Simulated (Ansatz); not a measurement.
**BH7N2Si: density, localisation and related maps**

Input

```
crystal:
  periodic: [false, false, false]
  atoms:
    - {symbol: N, position_ang: [-0.533645, 1.758052, 1.082996]}
    - {symbol: B, position_ang: [0.015826, 1.132202, -0.026964]}
    - {symbol: Si, position_ang: [0.561278, -0.812458, 0.064211]}
    - {symbol: N, position_ang: [-0.097520, -1.864376, -1.150709]}
    - {symbol: H, position_ang: [-0.816927, 2.724803, 1.094844]}
    - {symbol: H, position_ang: [-0.679603, 1.290267, 1.963212]}
    - {symbol: H, position_ang: [0.136362, 1.793836, -1.023225]}
    - {symbol: H, position_ang: [2.043566, -0.936909, -0.062741]}
    - {symbol: H, position_ang: [0.174558, -1.363342, 1.403248]}
    - {symbol: H, position_ang: [-1.097680, -1.895231, -1.275080]}
    - {symbol: H, position_ang: [0.359284, -1.883745, -2.049291]}
basis:
  gaussian: {orbitals: def2-TZVPP}
hamiltonian: {xc: pbe0, dispersion: d4}
output: {orbitals: {seedname: orbitals}}
```

Command:

```sh
ansatz run in.yaml --threads 2 --pin off --events-out ev --progress --plain --max-ram 4352MiB
```

Geometry: PBE0-D4/def2-TZVP.

Theory: RKS PBE0-D4/def2-TZVPP in Ansatz.

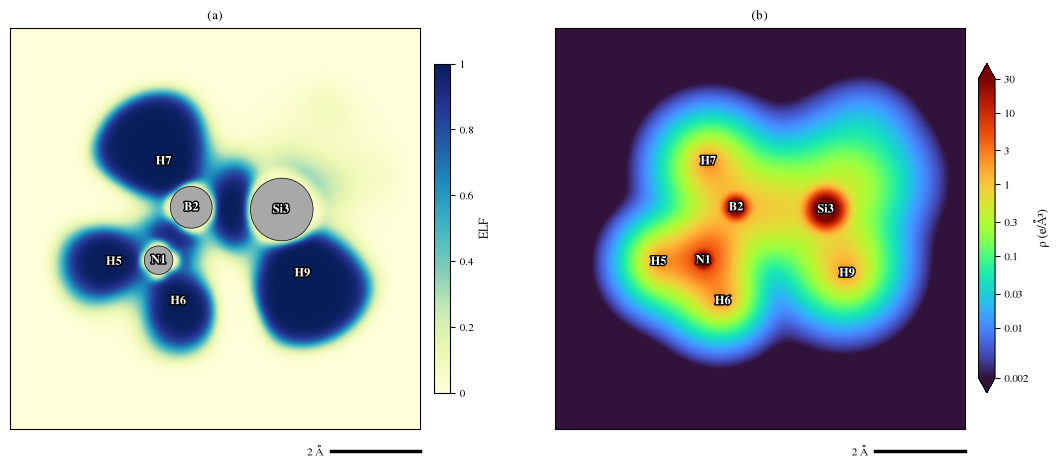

Figure 1. (a) ELF; (b) total electron density on the plane of atoms Si3, B2 and H7. Grey discs cover the atomic cores in the ELF map.

Question: Read the bonding off the picture.

Answer: The plane passes through N, B, Si and H nuclei. B–N (1.39 Å): ρ is about 2 e/Å³ halfway; the ELF peaks at about 0.90 between the atoms: a polar covalent bond. Si–B (2.02 Å): ρ is about 0.82 e/Å³ halfway; the ELF peaks at about 1 between the atoms: a covalent bond. N–H (1.01 Å): the density is about 3 e/Å³ at the midpoint; the ELF climbs to about 1 towards the hydrogen, as it does in any bond to H; an ordinary covalent bond to hydrogen. B–H (1.20 Å): the density is about 1.2 e/Å³ at the midpoint; the ELF climbs to about 1 towards the hydrogen (a covalent bond by its length). Si–H (1.50 Å): ρ is about 0.78 e/Å³ halfway; the ELF climbs to about 1 towards the hydrogen.

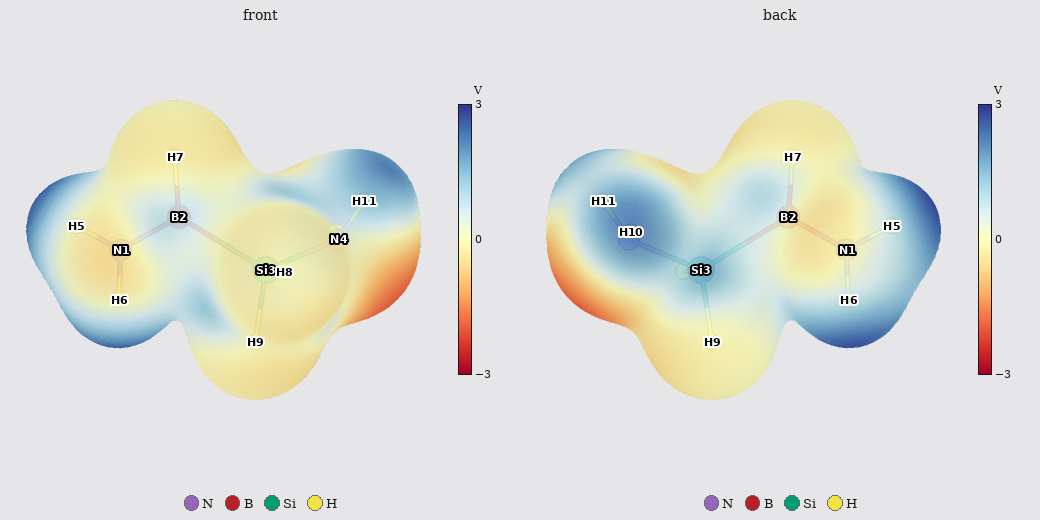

Figure 2. The molecular electrostatic potential painted on the density surface at 0.004 e/bohr³, seen from the front and from behind; red is negative and blue positive.

Question: Which sites attract a positive test charge, and which a negative one?

Answer: A positive charge is drawn to the negative regions and a negative charge to the positive ones. The most negative region (about −1.9 V) lies over N4, the most positive (about +2.7 V) over H5 and H6. N4 is the likeliest acceptor of a hydrogen bond.

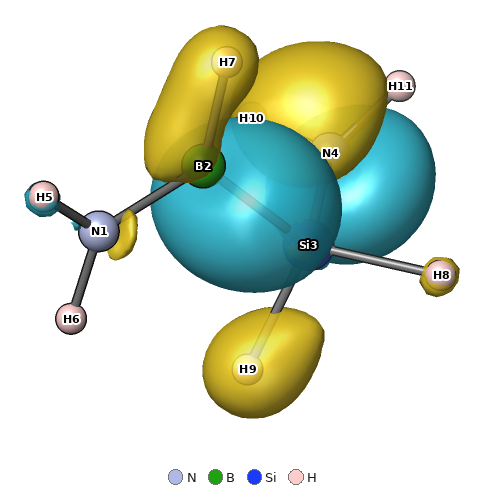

Figure 3. One frontier orbital at ±0.15 Å⁻³ᐟ² (yellow and cyan are the two phases), seen at an oblique angle.

Question: Which orbital is it: HOMO or LUMO?

Answer: The HOMO, at −6.63 eV. By Hirshfeld shares it lies mainly on N4 (about 40 %), Si3 (about 20 %) and B2 (about 20 %).
